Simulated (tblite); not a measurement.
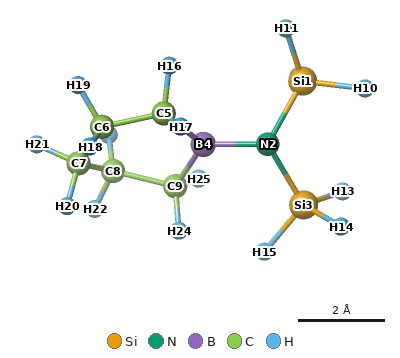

Starting structure of C5H16BNSi2. A ball-and-stick model, seen at a tilt.

All numbers below come from GFN2-xTB geometry optimisation, gas phase in tblite 0.8.0.

```xyz
25

Si   -2.6015   -1.2751    0.9577
N    -1.6395    0.2083    0.8642
Si   -2.5239    1.4315   -0.0282
B    -0.2275   -0.0325    0.3156
C     0.8476   -0.4697    1.3860
C     2.2587   -0.3302    1.0022
C     2.6288    0.0845   -0.3629
C     1.6152   -0.0531   -1.4279
C     0.2519    0.4950   -1.0804
H    -3.9628   -0.8762    1.4284
H    -2.1356   -2.2601    1.9227
H    -2.7796   -1.8585   -0.3793
H    -3.6379    0.8670   -0.8302
H    -3.1490    2.3337    0.9662
H    -1.6545    2.2565   -0.8799
H     0.6756   -1.5159    1.7475
H     0.6664    0.1726    2.2863
H     2.7455    0.3842    1.7175
H     2.7720   -1.3038    1.2218
H     3.0097    1.1362   -0.3278
H     3.5103   -0.5237   -0.6670
H     1.9660    0.5690   -2.2903
H     1.5450   -1.0832   -1.8414
H     0.2744    1.5894   -1.0878
H    -0.4662    0.0785   -1.8251
```

Question: Predict the outcome.

Answer: H11 moves most after the best rigid fit: 2.18 Å. Largest moves by element: H 2.18 Å, Si 0.93 Å, C 0.87 Å, N 0.47 Å, B 0.16 Å. Among the contacts that change: N2–B4 1.534 → 1.421 Å, C5–C6 1.469 → 1.533 Å, C6–C7 1.474 → 1.525 Å, C7–C8 1.477 → 1.525 Å. Among the angles between lasting bonds that change: Si1–N2–Si3 109.7° → 119.6°, C5–C6–C7 120.7° → 111.5°, Si1–N2–B4 112.8° → 120.2°. Groups turn about C5–C6 by about 50°, C6–C7 by about 45°, B4–C5 by about 35°. Over 262 geometry steps the energy falls by 147.4 kJ/mol. Cost: 3 s on 1 thread of Arm Neoverse V1, on a shared host.

History of the run:

```
step  E − E(0), kJ/mol
   0              0.00
   1            -43.45
   2            -53.97
   3            -63.72
   4            -69.27
   5            -72.51
   6            -75.66
   7            -78.69
   8            -81.21
   9            -83.42
  10            -85.90
  23           -112.05
  37           -116.20
  50           -125.95
  63           -131.01
  76           -132.67
  90           -137.24
 103           -140.34
 116           -141.56
 129           -141.92
 143           -142.16
 156           -142.27
 169           -142.98
 182           -144.05
 196           -144.87
 209           -145.23
 222           -145.85
 235           -146.27
 249           -147.20
 262           -147.44
```

The structure at the end:

```xyz
25

Si   -2.3847   -0.8381    1.7444
N    -1.6838    0.0779    0.4160
Si   -2.7349    0.9783   -0.6701
B    -0.2776    0.0841    0.2147
C     0.7089   -0.6599    1.2159
C     2.0460   -1.0704    0.5885
C     2.6519    0.0667   -0.2273
C     1.7539    0.4173   -1.4085
C     0.3929    0.9458   -0.9419
H    -3.8178   -0.5550    1.7842
H    -1.7705   -0.4038    3.0012
H    -2.1749   -2.2690    1.5032
H    -2.6972    0.3495   -1.9942
H    -4.0946    0.9226   -0.1377
H    -2.2930    2.3737   -0.7191
H     0.2579   -1.5390    1.6826
H     0.9181    0.0370    2.0360
H     2.7472   -1.3799    1.3692
H     1.8878   -1.9293   -0.0691
H     2.7790    0.9463    0.4081
H     3.6386   -0.2291   -0.5928
H     2.2481    1.1607   -2.0406
H     1.6026   -0.4800   -2.0141
H     0.5384    1.9573   -0.5451
H    -0.2531    1.0607   -1.8157
```

The end point in the same view:

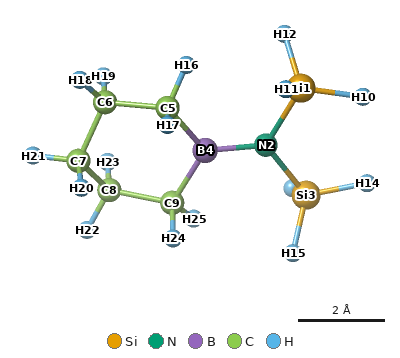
